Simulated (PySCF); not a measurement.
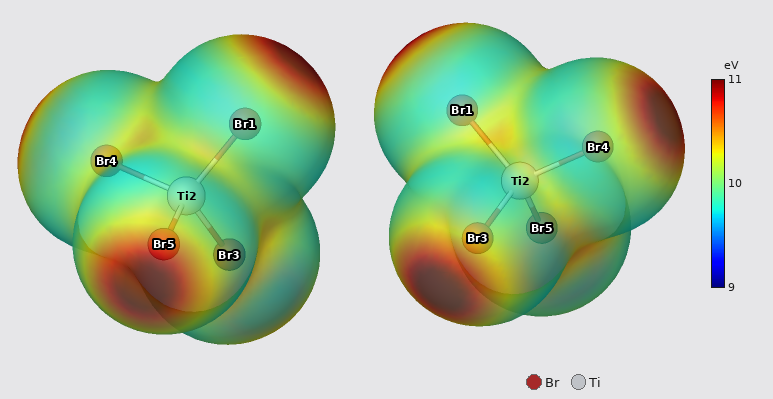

Figure 1: Br4Ti, SMILES `Br[Ti](Br)(Br)Br`. Average local ionisation energy on the surface of electron density 0.001 a.u. (back view left, front view right).

Level of theory: B3LYP/def2-SVPD (PySCF), at a geometry from GFN2-xTB. This is a single-reference result, which may miss multireference character in this system. No frequency check shows the geometry to be a minimum. GFN2-xTB bond lengths at metals and heavier atoms can be off by up to 0.1 Å and shapes distorted, which carries into these values.

Q: Locate the minima of the map.

A: The lowest value is 9.7 eV, 2.3 Å from Br5, and at like points elsewhere. For comparison, the highest occupied orbital lies at −8.6 eV.

Q: What volume does the surface enclose, and what is the dipole moment?

A: About 185 Å³; the dipole moment is 0.0 D.
